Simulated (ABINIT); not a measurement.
# KI (Fm-3m): G0W0 with ABINIT, start to end, part 2 of 2

How does a plane-wave GW calculation on KI (Fm-3m) run from the first input to the gap?

ABINIT 10.8.3; PBE and many-body steps on it, plane waves. Known limits of the many-body steps: not at the basis limit; no spin-orbit coupling.

So far. Step 2 (Ground state): The gap is direct, at Γ. Step 3 (Bands along the symmetry lines): The gap is 3.962 eV, as in the run before at this level.

## 4. Empty states on the mesh, 4×4×4 mesh, 165 bands

Level of this step: DFT, PBE, plane waves, norm-conserving pseudopotentials (ABINIT).

The sums over transitions need many empty states on a uniform mesh; this step solves for them.

Contents of run.abi:

```
acell 3*1.0 Angstrom
rprim 
  0.000000000000 3.532775000000 3.532775000000
  3.532775000000 0.000000000000 3.532775000000
  3.532775000000 3.532775000000 -0.000000000000
ntypat 2
znucl 19 53
natom 2
typat 1 2
xred 
  0.000000000000 0.000000000000 0.000000000000
  0.500000000000 0.500000000000 0.500000000000
pp_dirpath "pseudos"
pseudos "K.upf, I.upf"
ecut 33
ngkpt 4 4 4
nshiftk 1
shiftk 0 0 0
kptopt 1
chksymbreak 0
iscf -2
irdden 1
istwfk *1
nband 165
nbdbuf 14
tolwfr 1e-09
nstep 60
prtvol 0
indata_prefix "in"
outdata_prefix "out"
tmpdata_prefix "tmp"
```

The run is started by

```
> OMP_NUM_THREADS=1 mpirun -n 4 abinit run.abi > log
```

Numbers of over 12 decimals in the logs are rounded to 6 here.

The log of the run:

```text
.Version 10.8.3 of ABINIT. v10.8.2 released Aug 2026.

 Symmetries : space group Fm -3 m (#225); Bravais cF (face-center cubic)
[... echo of the input left out ...]
== DATASET  1 ==================================================================
-   mpi_nproc: 4, omp_nthreads: 1 (-1 if OMP is not activated)

--- !DatasetInfo
iteration_state: {dtset: 1, }
dimensions: {natom: 2, nkpt: 8, mband: 165, nsppol: 1, nspinor: 1, nspden: 1, mpw: 5434, }
cutoff_energies: {ecut:  33.0, pawecutdg:  -1.0, }
electrons: {nelect:   1.60000000E+01, charge:   0.00000000E+00, occopt:   1.00000000E+00, tsmear:   1.00000000E-02, }

 Real(R)+Recip(G) space primitive vectors, cartesian coordinates (Bohr,Bohr^-1):
 R(1)=  0.0000000  6.6759772  6.6759772  G(1)= -0.0748954  0.0748954  0.0748954
 R(2)=  6.6759772  0.0000000  6.6759772  G(2)=  0.0748954 -0.0748954  0.0748954
 R(3)=  6.6759772  6.6759772  0.0000000  G(3)=  0.0748954  0.0748954 -0.0748954
 Unit cell volume ucvol=  5.9507887E+02 bohr^3
 Angles (23,13,12)=  6.00000000E+01  6.00000000E+01  6.00000000E+01 degrees

 getcut: wavevector=  0.0000  0.0000  0.0000  ngfft=  50  50  50
         ecut(hartree)=     33.000   => boxcut(ratio)=   2.04876

--- Pseudopotential description ------------------------------------------------
- K Generated using ONCVPSP code by D. R. Hamann
- 19.00000   9.00000  171031                  znucl, zion, pspdat
12 -101130 2 -1 2222                          pspcod,pspxc,lmax,lloc,mmax
     nproj     2     2     2
  pspatm : epsatm=    8.42413758
         --- l  ekb(1:nproj) -->
             0   10.871123    0.806704
             1    4.379001    0.553647
             2   -3.405842   -1.029115
 pspatm: atomic psp has been read  and splines computed

- I Generated using ONCVPSP code by D. R. Hamann
- 53.00000   7.00000  171031                  znucl, zion, pspdat
12 -101130 2 -1 1196                          pspcod,pspxc,lmax,lloc,mmax
     nproj     2     2     2
  pspatm : epsatm=   19.17056757
         --- l  ekb(1:nproj) -->
[...]
pspatm: atomic psp has been read  and splines computed

--------------------------------------------------------------------------------

================================================================================
 prteigrs : about to open file out_EIG
 Non-SCF case, kpt    1 (  0.00000  0.00000  0.00000), residuals and eigenvalues=
  1.27E-10  1.37E-10  2.10E-10  8.56E-10  5.20E-10  1.97E-10  3.34E-10  5.81E-10
  2.29E-10  1.89E-10  3.35E-10  5.97E-10  2.79E-10  6.28E-10  2.33E-10  2.69E-10
  5.47E-10  2.69E-10  3.45E-10  3.76E-10  7.60E-10  2.20E-10  4.89E-10  3.34E-10
[...]
3.59E-08  5.52E-08  7.20E-05  4.13E-05  1.02E-04
 -1.0430E+00 -4.3616E-01 -4.3616E-01 -4.3616E-01 -3.8166E-01  4.3563E-03
  4.3563E-03  4.3563E-03  1.4997E-01  2.4342E-01  2.4342E-01  2.4342E-01
  2.6985E-01  2.6985E-01  3.6592E-01  4.7509E-01  4.7509E-01  4.7509E-01
[...]
2.7600E+00  2.7600E+00  2.7665E+00  2.7886E+00  2.7886E+00  2.7886E+00
  2.8403E+00  2.8403E+00  2.8403E+00  2.8564E+00  2.8564E+00  2.8564E+00
[...]
prteigrs : prtvol=0 or 1, do not print more k-points.

--- !ResultsGS
iteration_state: {dtset: 1, }
comment   : Summary of ground state results
lattice_vectors:
- [  0.0000000,   6.6759772,   6.6759772, ]
- [  6.6759772,   0.0000000,   6.6759772, ]
- [  6.6759772,   6.6759772,  -0.0000000, ]
lattice_lengths: [   9.44126,    9.44126,    9.44126, ]
lattice_angles: [ 60.000,  60.000,  60.000, ] # degrees, (23, 13, 12)
lattice_volume:   5.9507887E+02
convergence: {deltae:  0.000E+00, res2:  0.000E+00, residm:  9.929E-10, diffor:  0.000E+00, }
etotal    :  -4.31025253E+01
entropy   :   0.00000000E+00
fermie    :   4.35632526E-03
cartesian_stress_tensor: null
pressure_GPa: null
xred      :
- [  0.0000E+00,   0.0000E+00,   0.0000E+00,  K]
- [  5.0000E-01,   5.0000E-01,   5.0000E-01,  I]
cartesian_forces: null
force_length_stats: {min: null, max: null, mean: null, }

 Integrated electronic density in atomic spheres:
 ------------------------------------------------
 Atom  Sphere_radius  Integrated_density
[...]
================================================================================

 ----iterations are completed or convergence reached----

 Mean square residual over all n,k,spin=   38.686E-11; max=  99.291E-11
 reduced coordinates (array xred) for    2 atoms
       0.000000000000      0.000000000000      0.000000000000
       0.500000000000      0.500000000000      0.500000000000

 cartesian coordinates (angstrom) at end:
    1      0.000000     0.000000     0.000000
    2      3.532775     3.532775     3.532775
 length scales=  1.889726125908  1.889726125908  1.889726125908 bohr
              =  1.000000000000  1.000000000000  1.000000000000 angstroms
 prteigrs : about to open file out_EIG
 Eigenvalues (hartree) for nkpt=   8  k points:
 kpt#   1, nband=165, wtk=  0.01563, kpt=  0.0000  0.0000  0.0000 (reduced coord)
[...]
2.64419    2.70622    2.75167    2.75167    2.75167    2.76003    2.76003    2.76003
   2.76649    2.78865    2.78865    2.78865    2.84031    2.84031    2.84031    2.85643
   2.85643    2.85643    2.98282    2.98436    2.98548
 prteigrs : prtvol=0 or 1, do not print more k-points.

== END DATASET(S) ==============================================================
================================================================================

 -outvars: echo values of variables after computation  --------
            nband         165
             nkpt           8
          spgroup         225
 [... the other variables as echoed above ...]

 Calculation completed.
```

The job ended after 56 s (4 MPI ranks of Arm Neoverse V2, shared host; peak memory 0.43 GiB).

This step gave:

* gap: 3.962 eV
* k of the valence top: 0, 0, 0
* k of the conduction bottom: 0, 0, 0
* least direct gap: 3.962 eV
* k points computed: 8
* lowest point of the top converged band, above the valence top: 74.9856 eV

On this mesh the gap is 3.962 eV.

## 5. Screening, 4×4×4 mesh, 151 bands, screening to 136.1 eV

The RPA dielectric matrix is built and inverted for each q.

This step: RPA screening on PBE, plane waves, norm-conserving pseudopotentials.

run.abi, as its differences from that of step 4:

```diff
@@ -20,10 +20,11 @@
 chksymbreak 0
-iscf -2
-irdden 1
 istwfk *1
-nband 165
-nbdbuf 14
-tolwfr 1e-09
-nstep 60
-prtvol 0
+occopt 1
+irdwfk 1
+optdriver 3
+nband 151
+ecuteps 5
+inclvkb 2
+awtr 1
+symchi 1
 indata_prefix "in"
```

The log of the run:

```text
.Version 10.8.3 of ABINIT. v10.8.2 released Aug 2026.

 Symmetries : space group Fm -3 m (#225); Bravais cF (face-center cubic)
[... echo of the input left out ...]
== DATASET  1 ==================================================================
-   mpi_nproc: 4, omp_nthreads: 1 (-1 if OMP is not activated)

--- !DatasetInfo
iteration_state: {dtset: 1, }
dimensions: {natom: 2, nkpt: 8, mband: 151, nsppol: 1, nspinor: 1, nspden: 1, mpw: 5434, }
cutoff_energies: {ecut:  33.0, pawecutdg:  -1.0, }
electrons: {nelect:   1.60000000E+01, charge:   0.00000000E+00, occopt:   1.00000000E+00, tsmear:   1.00000000E-02, }

 SCREENING: Calculation of the susceptibility and dielectric matrices

 Based on a program developped by R.W. Godby, V. Olevano, G. Onida, and L. Reining.
 Incorporated in ABINIT by V. Olevano, G.-M. Rignanese, and M. Torrent.
.Using double precision arithmetic ; gwpc =  8

[... cell and pseudopotentials left out ...]
--------------------------------------------------------------------------------

 ==== K-mesh for the wavefunctions ====
 Number of points in the irreducible wedge :     8
[... list of points left out ...]
 Together with 48 symmetry operations and time-reversal symmetry
 yields    64 points in the full Brillouin Zone.

 ==== Q-mesh for the screening function ====
 Number of points in the irreducible wedge :     8
[... list of points left out ...]
 Together with 48 symmetry operations and time-reversal symmetry
 yields    64 points in the full Brillouin Zone.

 setmesh: FFT mesh size selected  =    36x   36x   36
          total number of points  =        46656

 vcoul_init : cutoff-mode = AUXILIARY_FUNCTION
 q-points for optical limit:   1
     1)      0.000010    0.000020    0.000030

- screening: taking advantage of time-reversal symmetry
- Maximum band index for partially occupied states nbvw = 8
- Remaining bands to be divided among processors   nbcw = 143
- Number of bands treated by each node ~35

 Number of electrons calculated from density =   16.0000; Expected =   16.0000
 average of density, n =  0.026887
 r_s =    2.0707
 omega_plasma =   15.8172 [eV]

 calculating chi0 at frequencies [eV] :
  1    0.000000E+00    0.000000E+00
  2    0.000000E+00    1.581715E+01

--------------------------------------------------------------------------------
  q-point number  1        q = ( 0.000000, 0.000000, 0.000000) [r.l.u.]
--------------------------------------------------------------------------------
[... chi0 elements left out ...]
 For q-point:  0.000010 0.000020 0.000030
  dielectric constant =   2.6561
  dielectric constant without local fields =   3.2755

  Average fulfillment of the sum rule on Im[epsilon] for q-point    1 :     82.63  [%]
[... wings left out ...]
  q-point number  2        q = ( 0.250000, 0.000000, 0.000000) [r.l.u.]
--------------------------------------------------------------------------------
[... chi0 elements left out ...]
  Average fulfillment of the sum rule on Im[epsilon] for q-point    2 :     89.85  [%]

 [... 6 further q-points ...]
```

Wall time 47 s (4 MPI ranks); peak memory 1.6 GiB; 3.1 min of CPU time.

This step gave:

```yaml
eps_infinity_with_local_fields_on_this_mesh_along_the_program_s_q_direction: 2.656
the_same_without_local_fields: 3.276
plasma_frequency: 15.82 eV
plane_waves_in_the_screening_matrix: 331
```

Local fields lower ε∞ by 19 %.

## 6. Self-energy, 4×4×4 mesh, 151 bands, screening to 136.1 eV

The self-energy is evaluated for the states that the input lists, and the levels follow from it, in one-shot runs by the linearised quasiparticle equation.

This step: G0W0 on PBE, plane waves, norm-conserving pseudopotentials.

run.abi, as its differences from that of step 5:

```diff
@@ -23,8 +23,15 @@
 irdwfk 1
-optdriver 3
+optdriver 4
 nband 151
+gwcalctyp 0
+ecutsigx 33
+symsigma 1
+nkptgw 1
+kptgw 
+  0.0000000000 0.0000000000 0.0000000000
+bdgw 
+  6 12
 ecuteps 5
-inclvkb 2
-awtr 1
-symchi 1
+irdscr 1
+ppmodel 1
 indata_prefix "in"
```

The log of the run:

```text
.Version 10.8.3 of ABINIT. v10.8.2 released Aug 2026.

 Symmetries : space group Fm -3 m (#225); Bravais cF (face-center cubic)
[... echo of the input left out ...]
== DATASET  1 ==================================================================
-   mpi_nproc: 4, omp_nthreads: 1 (-1 if OMP is not activated)

--- !DatasetInfo
iteration_state: {dtset: 1, }
dimensions: {natom: 2, nkpt: 8, mband: 151, nsppol: 1, nspinor: 1, nspden: 1, mpw: 5434, }
cutoff_energies: {ecut:  33.0, pawecutdg:  -1.0, }
electrons: {nelect:   1.60000000E+01, charge:   0.00000000E+00, occopt:   1.00000000E+00, tsmear:   1.00000000E-02, }

 SIGMA: Calculation of the GW corrections

 Based on a program developped by R.W. Godby, V. Olevano, G. Onida, and L. Reining.
 Incorporated in ABINIT by V. Olevano, G.-M. Rignanese, and M. Torrent.
.Using double precision arithmetic ; gwpc =  8

[... cell and pseudopotentials left out ...]
--------------------------------------------------------------------------------

 ==== K-mesh for the wavefunctions ====
 Number of points in the irreducible wedge :     8
[... list of points left out ...]
 Together with 48 symmetry operations and time-reversal symmetry
 yields    64 points in the full Brillouin Zone.

 ==== Q-mesh for screening function ====
 Number of points in the irreducible wedge :     8
[... list of points left out ...]
 Together with 48 symmetry operations and time-reversal symmetry
 yields    64 points in the full Brillouin Zone.

 vcoul_init : cutoff-mode = AUXILIARY_FUNCTION
 q-points for optical limit:   1
     1)      0.000010    0.000020    0.000030
 setmesh: FFT mesh size selected  =    50x   50x   50
          total number of points  =       125000

 Number of electrons calculated from density =   16.0000; Expected =   16.0000
 average of density, n =  0.026887
 r_s =    2.0707
 omega_plasma =   15.8172 [eV]

 === KS Band Gaps ===
  >>>> For spin  1
   Minimum direct gap =   3.9625 [eV], located at k-point      :   0.0000  0.0000  0.0000
   Fundamental gap    =   3.9625 [eV], Top of valence bands at :   0.0000  0.0000  0.0000
                                       Bottom of conduction at :   0.0000  0.0000  0.0000
 SIGMA fundamental parameters:
 PLASMON POLE MODEL  1
 number of plane-waves for SigmaX                 5329
 number of plane-waves for SigmaC and W            331
 number of plane-waves for wavefunctions          5329
 number of bands                                   151
 number of independent spin polarizations            1
 number of spinorial components                      1
 number of k-points in IBZ                           8
 number of q-points in IBZ                           8
 number of symmetry operations                      48
 number of k-points in BZ                           64
 number of q-points in BZ                           64
 number of frequencies for dSigma/dE                 9
 frequency step for dSigma/dE [eV]                0.25
 number of omega for Sigma on real axis              0
 max omega for Sigma on real axis  [eV]           0.00
 zcut for avoiding poles [eV]                     0.10

 EPSILON^-1 parameters (SCR file):
 dimension of the eps^-1 matrix on file            331
 dimension of the eps^-1 matrix used               331
 number of plane-waves for wavefunctions          5329
 number of bands                                   151
 number of q-points in IBZ                           8
 number of frequencies                               2
 number of real frequencies                          1
 number of imag frequencies                          1

 matrix elements of self-energy operator (all in [eV])

 Perturbative Calculation

--- !SelfEnergy_ee
iteration_state: {dtset: 1, }
kpoint     : [   0.000,    0.000,    0.000, ]
spin       : 1
KS_gap     :    3.962
QP_gap     :    6.008
Delta_QP_KS:    2.045
data: !SigmaeeData |
     Band     E0 <VxcDFT>   SigX SigC(E0)      Z dSigC/dE  Sig(E)    E-E0       E
        6   0.119 -11.176 -14.233   1.208   0.809  -0.236 -12.672  -1.496  -1.378
        7   0.119 -11.176 -14.233   1.208   0.809  -0.236 -12.672  -1.496  -1.378
        8   0.119 -11.176 -14.233   1.208   0.809  -0.236 -12.672  -1.496  -1.378
        9   4.081  -6.410  -2.934  -2.831   0.851  -0.175  -5.861   0.549   4.630
       10   6.624  -7.766  -3.475  -2.983   0.844  -0.185  -6.663   1.103   7.726
       11   6.624  -7.766  -3.475  -2.983   0.844  -0.185  -6.663   1.103   7.726
       12   6.624  -7.766  -3.475  -2.983   0.844  -0.185  -6.663   1.103   7.726

== END DATASET(S) ==============================================================
================================================================================

 -outvars: echo values of variables after computation  --------
           etotal      0.0000000000E+00
            nband         151
             nkpt           8
          spgroup         225
 [... the other variables as echoed above ...]

 Calculation completed.
```

The job ended after 12 s (4 MPI ranks; peak memory 1.6 GiB).

Numbers from this step:

```
G0W0 gap on the points computed              : 6.008 eV
starting gap on the mesh                     : 3.962 eV
k of the valence top                         : 0, 0, 0
k of the conduction bottom                   : 0, 0, 0
Z at the valence top                         : 0.809
Z at the conduction bottom                   : 0.851
least direct G0W0 gap on the computed points : 6.008 eV
```

The gap on the mesh goes from 3.96 eV to 6.01 eV, a correction of +2.05 eV.

Limits: finite bands, cutoff and mesh; no spin-orbit coupling. v1 is the top filled band, c1 the lowest empty one. The levels before and after the correction (eV, zero at the valence-band top of each column):

|  | conduction bottom | valence top |
| --- | --- | --- |
| Kohn-Sham | 3.96 | 0.00 |
| G0W0 | 6.01 | 0.00 |

|  | level | energy (eV) |
| --- | --- | --- |
| Kohn-Sham | Γ v3-v1 | 0.000 |
| Kohn-Sham | Γ c1 | 3.962 |
| Kohn-Sham | Γ c2-c4 | 6.505 |
| G0W0 | Γ v3-v1 | 0.000 |
| G0W0 | Γ c1 | 6.008 |
| G0W0 | Γ c2-c4 | 9.104 |

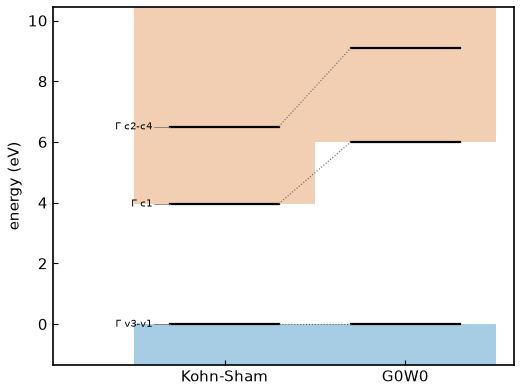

Levels before and after the correction. Shaded: valence and conduction bands.

## 7. Where the time went

Times are wall times on 4 MPI ranks of Arm Neoverse V2, shared host, good to a factor of about two.

| step | time | share | memory (GiB) |
| --- | --- | --- | --- |
| ground state | 11 s | 7 % | 0.36 |
| bands along the symmetry lines | 21 s | 14 % | 0.34 |
| empty states on the mesh | 56 s | 38 % | 0.43 |
| screening | 47 s | 32 % | 1.6 |
| self-energy | 12 s | 8 % | 1.6 |

## 8. What came out

```json
{"PBE gap": "3.96 eV, direct", "G0W0 gap on the mesh": "6.01 eV", "GW settings": "4×4×4 mesh, 151 bands, screening to 136.1 eV, Godby-Needs plasmon pole", "known limits": "not at the basis limit; no spin-orbit coupling"}
```

G0W0 moves the gap on the mesh from 3.96 eV to 6.01 eV (+2.05 eV), with Z of 0.81 and 0.85 at the edges. Local fields lower the RPA ε∞ on this mesh from 3.28 to 2.66. Only 1 of the mesh's irreducible points was corrected, so a valley elsewhere could overtake. Bands and cutoff are finite, so the gap is not at the basis limit. The miss can reach some tenths of an eV and take either sign; the mesh is an error of its own. In the G0W0 run levels were corrected at 1 k point alone, so a gap called «on the mesh» is the least over those, and an edge elsewhere would be missed. The many-body steps are scalar-relativistic: spin-orbit coupling is not in them.

[Paths, hosts, dates, memory and timing lines, banners, echoed tables and standing remarks are left out of the program output.]

[Logs are printed without paths, hosts, clocks, repeated set-up lines and the standing remarks that a program may print on its own settings, such as how far it seeks lower states.]

[Runs of the session that timed out or met a known fault of the program may be left out.]

[Hosts, paths, dates, database ids (printed as entryN), source tags and the programs' standing remarks are cut or masked in the printed files.]

[G0W0 gaps are taken among the corrected bands and points alone; a level outside them can change the order at an edge.]

[Where Ansatz stands beside ABINIT at settings called matched, ABINIT's density can come from a denser mesh and the files from another edition; pairs whose starting gaps differed by over 0.03 eV were left out, so agreement reads better than it is.]
